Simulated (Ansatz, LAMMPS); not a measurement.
# Electronic structure of amorphous Cd12Hg24S36 (72 atoms), part 2 of 2

Aim: energy, forces and density of states of amorphous Cd12Hg24S36 (72 atoms) at a fixed geometry.

Ansatz 0.2.0; Kohn-Sham DFT, PBE, PAW (set soft_2), plane waves.

The cell: 12 Cd, 24 Hg and 36 S. The quench rate of 100 K/ps far exceeds what a furnace or splat quench reaches. The starting topology of bonds comes from the classical model. Only the Γ point is sampled, in a cell whose shortest periodic width is 12 Å. Spin–orbit coupling is left out.

So far. Step 3 (Plane-wave single point): The stored curve holds about 648 of the 936 electrons; the rest, give or take the few that broadening carries across the Fermi level, lie in deeper levels below its range.

## Step 3: Plane-wave single point (continued)

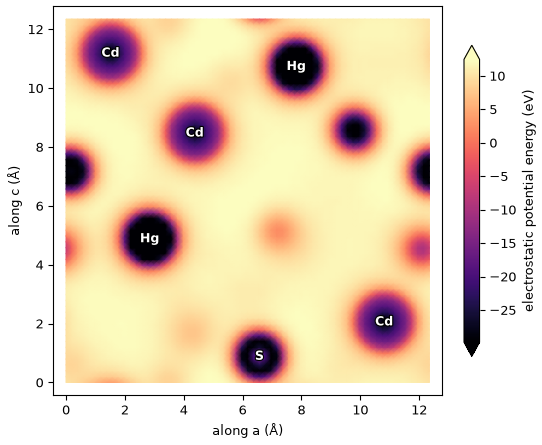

Electrostatic potential energy in the ac plane at fractional y = 0.566, with atoms of Cd and Hg and S within 0.2 Å of it. With pseudopotentials it is smooth inside the atoms' cores, unlike the true potential. The map starts off the cell's origin, so that atoms lie inside it.

Within 0.4 eV of the Fermi level the largest share is S p (80 % of the projected weight).

## Step 4: Distances and neighbours

These statistics describe the geometry on which the runs were made.

Density 6.45 g/cm³, 26.15 Å³ an atom.

g(r), total and by pair (bins of 0.2 Å):

```csv
r (Å),total,S-S,S-Hg,S-Cd,Hg-Hg,Hg-Cd,Cd-Cd
2.40,0.09,0.00,0.00,0.56,0.00,0.00,0.00
2.60,3.67,0.00,5.58,10.91,0.00,0.00,0.00
2.80,1.19,0.14,3.24,0.23,0.00,0.34,0.00
3.00,0.72,1.30,1.08,0.00,0.00,0.30,0.00
3.20,0.86,1.49,0.79,0.17,1.73,0.00,0.00
3.40,0.72,1.17,0.24,0.00,2.66,0.45,0.00
3.60,0.82,0.71,0.54,0.41,1.59,1.98,0.00
3.80,0.82,0.56,0.42,0.36,1.79,2.34,0.75
4.00,1.14,1.78,0.71,0.43,1.15,1.98,1.31
4.20,1.65,2.54,0.88,0.98,1.35,2.65,4.12
4.40,1.40,1.68,1.12,1.62,0.81,1.77,1.61
4.60,0.86,0.98,0.99,0.50,0.73,0.73,1.47
4.80,0.94,0.76,0.86,1.12,1.58,0.67,0.93
5.00,1.00,0.88,1.00,1.39,0.93,0.73,1.25
5.20,0.77,0.64,0.70,1.28,0.68,0.67,0.37
5.40,0.78,0.72,0.92,1.06,0.35,0.45,1.06
5.60,0.89,0.71,1.30,0.94,0.66,0.41,0.32
5.80,0.96,0.89,1.21,0.93,0.70,0.77,0.62
6.00,1.05,0.90,1.33,0.96,0.43,1.52,0.30
```

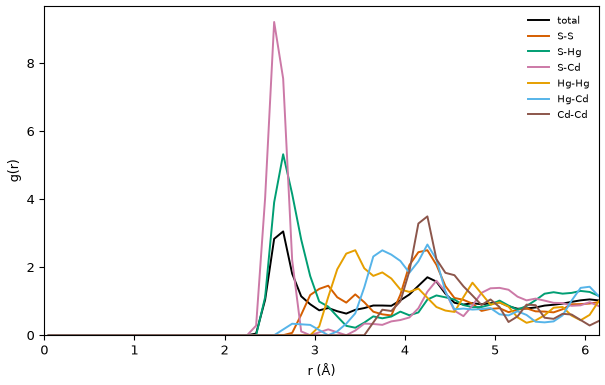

Pair distribution functions, lightly smoothed.

Bonds by pair of elements; cutoffs follow the first minimum of g(r), held within bounds set by covalent radii, and pairs that aren't listed don't count as bonded:

```csv
pair A-B,cutoff (Å),bonds,mean length (Å),spread (Å),shortest (Å),B about A,A about B
S-Hg,3.15,90,2.75,0.161,2.53,2.5,3.75
S-Cd,2.98,45,2.59,0.059,2.47,1.25,3.75
```

The cutoff for S-Hg falls short of the minimum of g(r), so counts run low and odd coordinations can be artefacts.

How many atoms have how many bonded neighbours:

```csv
element,mean,2,3,4,5,6
Cd,3.75,0,3,9,0,0
Hg,3.75,1,9,9,5,0
S,3.75,5,8,16,5,2
```

Bond angles (no mean is given where the spread exceeds 20°):

```csv
angle,count,mean (°),spread (°)
S-Hg-S,132,-,-
Hg-S-Hg,99,-,-
Cd-S-Hg,88,107,19.7
S-Cd-S,63,109,7.2
Cd-S-Cd,18,114,10.5
```

Bond length by coordination (bonds to H left out):

```csv
element,coordination,atoms,mean bond length (Å)
Cd,3,3,2.56
Cd,4,9,2.59
Hg,2,1,2.67
Hg,3,9,2.67
Hg,4,9,2.73
Hg,5,5,2.87
S,2,5,2.65
S,3,8,2.66
S,4,16,2.69
S,5,5,2.71
S,6,2,2.79
```

Rings of the network by King's shortest-path rule, up to 12 atoms, one path for each pair of neighbours; H, halogens, alkali and alkaline-earth atoms are left out, and the last column divides by all other atoms, bonded or not:

```csv
ring size (atoms),rings,per network atom
4,22,0.306
6,71,0.986
8,50,0.694
10,5,0.069
12,1,0.014
```

For some of the pairs, g(r) has its first main peak near 3.1 Å (S-S), 2.7 Å (S-Hg), 2.6 Å (S-Cd), 3.5 Å (Hg-Hg) and 4.2 Å (Cd-Cd). Rings of 6 atoms are the most common (48 % of those counted); sizes run from 4 to 12, where the search stops.

Local excerpt of 13 atoms (numbers count through the whole input) about S39, picked at random; x, y, z are measured from there.

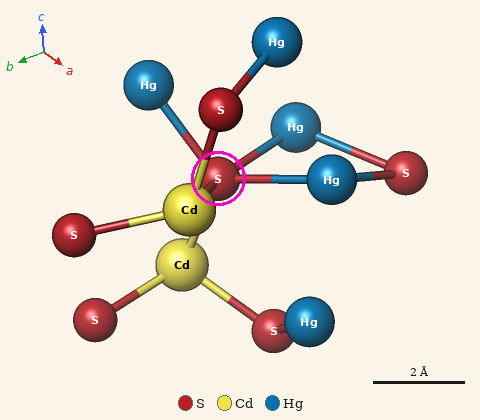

The atoms of the table, within 4.2 Å (arrows a, b, c point along x, y, z); some may hide others; the central atom is ringed.

```csv
atom,x,y,z,distance (Å),bonds,Fx,Fy,Fz (eV/Å)
S39,0.00,0.00,0.00,0.00,5,0.11,-0.24,0.23
Cd7,1.37,1.99,-0.82,2.55,3,0.30,0.62,0.51
Hg23,-1.76,0.52,1.82,2.59,4,-0.06,0.22,0.14
Cd11,-1.88,-0.40,-1.83,2.65,4,-0.32,0.37,-0.03
Hg35,1.82,-0.97,1.80,2.74,4,0.09,-0.32,0.69
Hg34,0.46,-2.70,-0.87,2.87,3,-0.50,-0.04,-0.08
Hg33,-1.79,-2.96,1.56,3.79,4,0.47,-0.63,-0.18
S70,3.04,0.78,-2.25,3.86,4,0.00,-0.11,-0.18
Hg26,1.68,-1.06,-3.36,3.91,3,0.25,-0.08,-0.54
S69,-3.26,-2.30,-0.62,4.03,4,0.73,-0.29,0.37
S44,-2.89,2.04,-1.99,4.06,4,-0.19,-1.24,0.50
S66,-0.06,3.46,-2.33,4.18,4,0.51,0.47,-0.59
S45,2.87,-3.11,0.25,4.24,6,0.51,-0.34,-0.12
```

The column of bonds counts only the pairs S-Hg within 3.15 Å, S-Cd within 2.98 Å; other neighbours, such as metal atoms beside each other in a compound, aren't counted, and periodic images can show an atom twice.

## Step 5: Summary of results

```yaml
free_energy_per_atom: -6431.1821 eV/atom
pressure: -0.4392 GPa
r_m_s_force_component: 0.436 eV/Å
wall_time_of_the_1_dft_run: 36 s
```

3 levels are partly filled, by over 2 % (at Γ alone): no clear gap opens at this level. Levels of broken or missing bonds inside a gap of the host would look the same.

Caveats: The geometry was minimised with a classical potential after classical dynamics and isn't relaxed at this level: its force components are 0.44 eV/Å r.m.s.

[Logs are printed without paths, hosts, clocks, repeated set-up lines and the standing remarks that a program may print on its own settings, such as how far it seeks lower states.]

[Hosts, paths, dates, database ids (printed as entryN), source tags and the programs' standing remarks are cut or masked in the printed files.]
